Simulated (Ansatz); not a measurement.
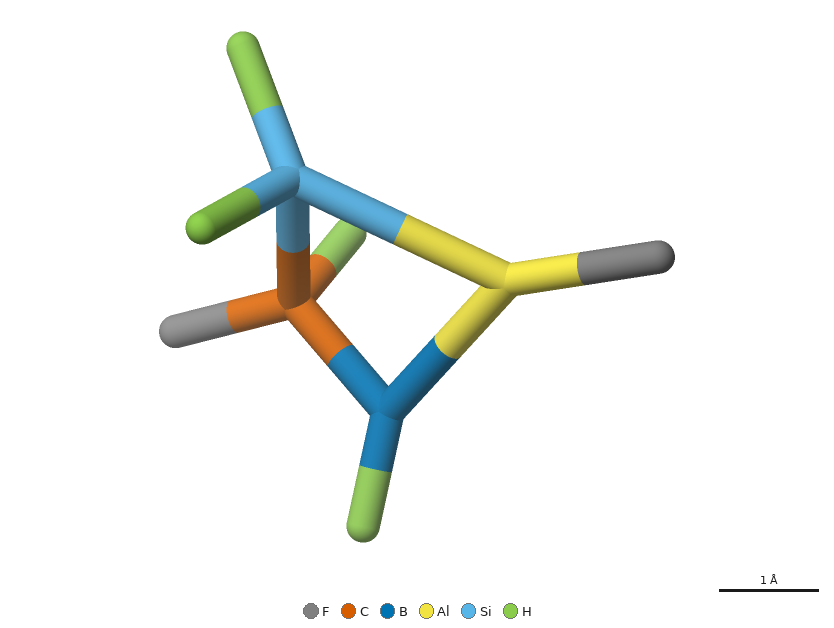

Rendered structure (stick style). Every bond is drawn as one stick, whatever its order.

What is the molecular formula?

CH₄AlBF₂Si, 10 atoms: 1 carbon, 4 hydrogen, 1 aluminium, 1 boron, 2 fluorine and 1 silicon.

Name functional groups in it.

Among them: C–F bond, Si–H bond, B–H bond.

More results for the same structure follow; atom numbers are the same in all pictures, views and colours differ. Computed geometry: PBE0-D4/def2-TZVP optimisation. No frequency run is at hand to confirm it as a minimum.

## Shape

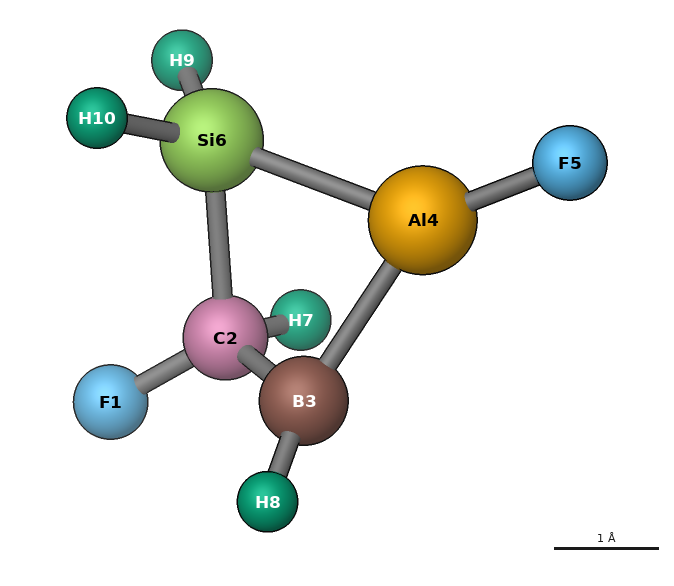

Atoms carry their numbers in the input. No frequency run is at hand to confirm it as a minimum.

What are the angles F1–C2–B3, F1–C2–H7, C2–B3–Al4, C2–B3–H8, C2–Si6–Al4, C2–Si6–H10, B3–C2–Si6, B3–C2–H7, B3–Al4–Si6, Al4–B3–H8, Al4–Si6–H9, F5–Al4–Si6?

```csv
angle,degrees
F1–C2–B3,120.7
F1–C2–H7,108.6
C2–B3–Al4,93.3
C2–B3–H8,124.0
C2–Si6–Al4,74.6
C2–Si6–H10,110.2
B3–C2–Si6,103.7
B3–C2–H7,108.0
B3–Al4–Si6,74.8
Al4–B3–H8,139.7
Al4–Si6–H9,133.4
F5–Al4–Si6,141.4
```

## Electronic properties

No frequency run is at hand to confirm it as a minimum. Properties computed with RKS PBE0-D4/def2-TZVPP (Ansatz 0.2.0).

What is the dispersion correction?

−19.3 kJ/mol.

Give the HOMO energy (Kohn–Sham orbital) at this level.

−6.74 eV.

Give the HOMO–LUMO gap at this level.

3.93 eV.

## Dipole moment

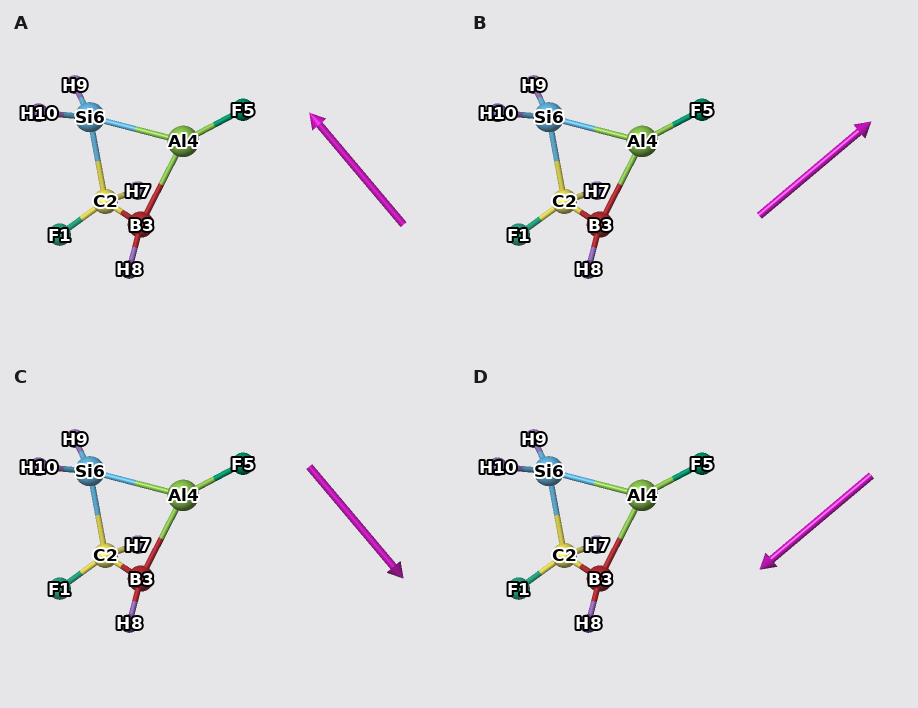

The same molecule four times, each with an arrow. No frequency run is at hand to confirm it as a minimum. Method: RKS ωB97M-V/def2-TZVPP (Ansatz 0.2.0).

Which arrow points along the dipole moment, from the negative to the positive end?

B. The dipole moment is 1.00 D; it points from the side of F1 to the side of F5 (the outermost atoms at the two ends).

## Charges

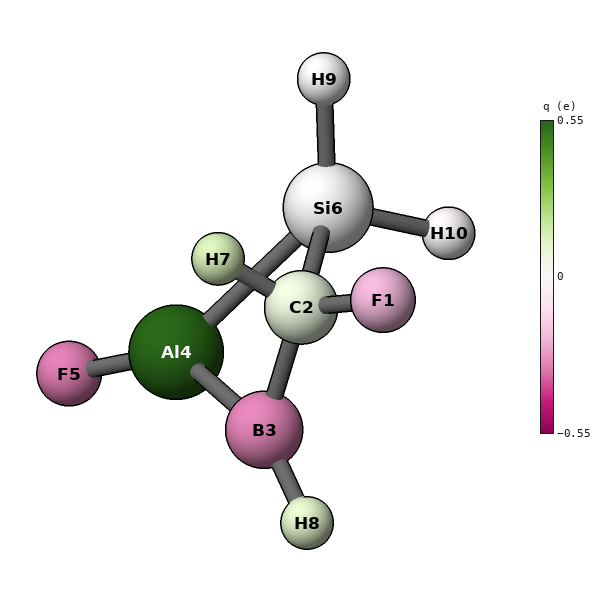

Atoms are coloured by their Mulliken charges. No frequency run is at hand to confirm it as a minimum. Properties computed with RKS ωB97M-V/def2-TZVPP (Ansatz 0.2.0).

Which atom carries the highest charge (most positive or least negative)?

Al4 (0.54 e).

And the lowest?

F5 (−0.32 e).

Give the Mulliken charges atom by atom.

| atom | value (e) |
| --- | --- |
| F1 | −0.22 |
| C2 | 0.07 |
| B3 | −0.30 |
| Al4 | 0.54 |
| F5 | −0.32 |
| Si6 | −0.01 |
| H7 | 0.14 |
| H8 | 0.11 |
| H9 | −0.01 |
| H10 | −0.01 |

Mulliken values depend strongly on the basis set and can even reverse the polarity of a bond.
